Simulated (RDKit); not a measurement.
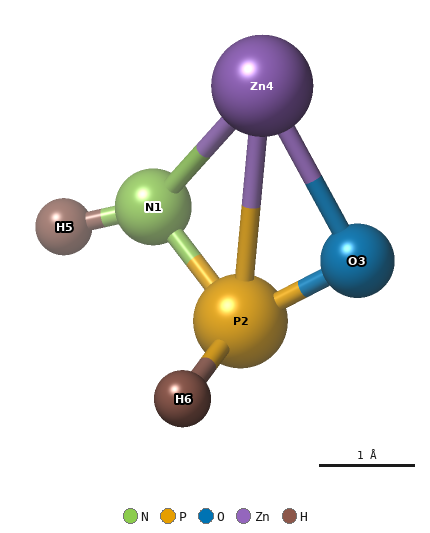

**Figure 1.** The structure (ball-and-stick view, seen at a tilt; atoms are numbered from 1 in the order of the input). Sticks mark near contacts.

**ZnPNH2O: property calculation**

ZnPNH2O, computed with EHT (RDKit 2026.09.1).

The geometry comes from this level: GFN2-xTB.

The input (run.py)
```python
import json
import numpy as np
from rdkit import Chem
from rdkit.Chem import AllChem
from rdkit.Chem import rdDetermineBonds
from rdkit.Chem import rdEHTTools

mol = Chem.MolFromXYZFile("mol.xyz")
symbols = [a.GetSymbol() for a in mol.GetAtoms()]
start = mol.GetConformer().GetPositions().copy()

ok, res = rdEHTTools.RunMol(mol, keepOverlapAndHamiltonianMatrices=True)
if not ok:
    raise RuntimeError("the extended Hueckel run failed")
eps = np.array(res.GetOrbitalEnergies())
nel = res.numElectrons
homo = (nel + 1) // 2 - 1
print(f"{res.numOrbitals} orbitals, {nel} valence electrons, sum of one-electron energies {res.totalEnergy:.4f} eV")
for i in range(max(0, homo - 8), min(len(eps), homo + 6)):
    print(f"{i + 1:4d} {eps[i]:10.4f} eV", "(HOMO)" if i == homo else "(LUMO)" if i == homo + 1 else "")
q = np.array(res.GetAtomicCharges())
print("Mulliken charges:", " ".join(f"{a}{i + 1}={c:+.3f}" for i, (a, c) in enumerate(zip(symbols, q))))
op = res.GetReducedOverlapPopulationMatrix()
pairs = [(k, i, op[i * (i + 1) // 2 + k]) for i in range(len(symbols)) for k in range(i) if abs(op[i * (i + 1) // 2 + k]) > 0.1]
print("reduced overlap populations above 0.1")
for k, i, p in pairs:
    print(f"  {symbols[k]}{k + 1}-{symbols[i]}{i + 1} {p:7.3f}")
json.dump(dict(symbols=symbols, start=start.tolist(), energy=res.totalEnergy * 23.060548, homo=eps[homo], lumo=eps[homo + 1] if homo + 1 < len(eps) else None, orbital_energies=eps.round(4).tolist(), charges_mulliken=q.tolist(), bond_orders=[[k + 1, i + 1, round(p, 4)] for k, i, p in pairs], nel=nel), open("results.json", "w"))
```

File mol.xyz
```
6

N     -0.764820     0.514360    -0.429940
P      0.097820     0.082950     0.829940
O      0.227770    -1.394390     0.733110
Zn    -0.081120    -1.390240    -1.382700
H     -0.885160     1.502070    -0.613100
H      1.405510     0.685250     0.862690
```

Launched with:
```bash
python run.py
```

The program's output
```
18 orbitals, 30 valence electrons, sum of one-electron energies -397.0432 eV
   7   -14.5227 eV
   8   -14.3523 eV
   9   -13.5865 eV
  10   -10.8447 eV
  11   -10.5122 eV
  12    -6.1391 eV
  13    -4.0894 eV
  14     0.9212 eV
  15     6.1912 eV (HOMO)
  16    11.1107 eV (LUMO)
  17    16.6955 eV
  18    30.4583 eV
Mulliken charges: N1=-2.223 P2=+0.382 O3=-1.513 Zn4=+4.100 H5=-0.691 H6=-0.054
reduced overlap populations above 0.1
  N1-P2   0.566
  P2-O3   0.439
  N1-Zn4  -0.809
  P2-Zn4  -0.773
  O3-Zn4  -0.703
  N1-H5  -1.431
  P2-H5  -1.082
  P2-H6   0.614
```

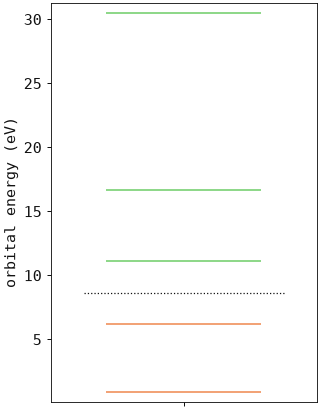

**Figure 2.** Orbital energies near the frontier; the dotted line parts filled from empty levels, and levels within 0.02 eV of each other stand side by side. Highest filled 6.19 eV, lowest empty 11.11 eV, 4.92 eV apart.

Key numbers

```tsv
quantity	value
outcome	converged
total energy	−14.591067 hartree
HOMO	6.19 eV
LUMO	11.11 eV
hardware	1 thread of Arm Neoverse V1, 24 GiB of memory available, shared host
peak memory	0.073 GiB
```

Remarks

These settings are looser than, or depart from, a standard set-up, so the numbers are not reference values for this system. The record of the run, not the program, notes: collapsed solution. A charge, dipole or affinity of this size shows that the self-consistent charges collapsed, so these values aren't results.
